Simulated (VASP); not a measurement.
Band structure of WI2O2 (space group Immm). Calculation: PBEsol GGA, VASP's PBE PAW potentials (set 64) (plane waves; VASP).

Unless said otherwise, spin-orbit coupling is left out, though it shifts the bands of the heavy elements here.

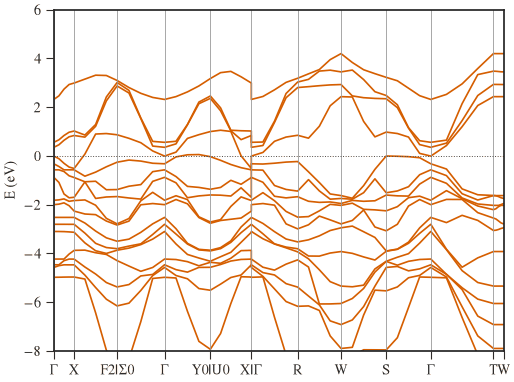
Figure: Bands along high-symmetry lines, zero at the valence-band maximum or, without a gap, the Fermi level

Q: Read the plot: is there a gap, and where are the band edges?

A: It has no gap at this level: it comes out as a metal or semimetal.

The structure comes from a measured WI2O2 entry of the Crystallography Open Database, whose conditions weren't checked. The cell was not relaxed at this level. The k-mesh is coarse (spacing up to 0.46 per Å, 2π included), so the numbers may not be converged in it.
